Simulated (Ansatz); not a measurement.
```xyz
6

Si   -0.2414    0.2449   -0.1954
H     0.5749    0.5568   -1.4009
O     0.6784   -0.3943    1.0132
H    -1.3295   -0.6839   -0.6079
H    -0.8243    1.4902    0.3533
H     1.1418   -1.2137    0.8377
```

The product side of a reaction path; geometry: PBE0-D4/def2-TZVP.

The calculation used Ansatz, RKS PBE0-D4/def2-TZVPP.

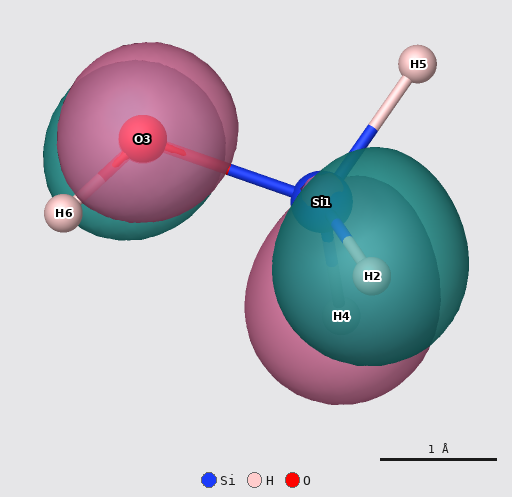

H4OSi. The HOMO at ±0.15 Å⁻³ᐟ² (teal and pink are the two phases), seen at a tilt.

> Where does this orbital lie, and at what energy?

It lies mainly on O3 (about 40 %), Si1 (about 25 %), H2 (about 15 %) and H4 (about 15 %). Its energy is −8.73 eV.
